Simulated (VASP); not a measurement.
Band structure of PtTe₂ (1T layered). Calculation: RPBE GGA, VASP's PBE PAW potentials (set 64) (plane waves; VASP 6.6.1).

Unless said otherwise, spin-orbit coupling is left out, though it shifts the bands of the heavy elements here.

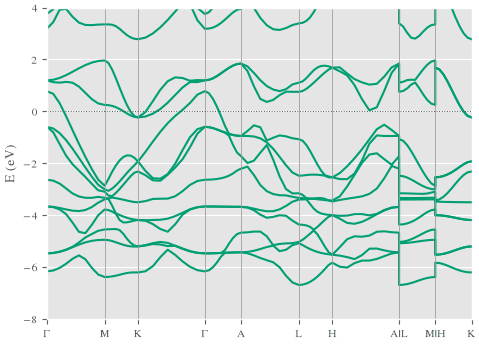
Bands along high-symmetry lines, zero at the valence-band maximum or, without a gap, the Fermi level

### Question
Read the plot: is there a gap, and where are the band edges?

### Answer
It has no gap at this level: it comes out as a metal or semimetal. (Edges off the drawn lines would not show.)

The compound is PtTe2 in the 1T layered structure. It was relaxed first, which changed the volume by +13 %.
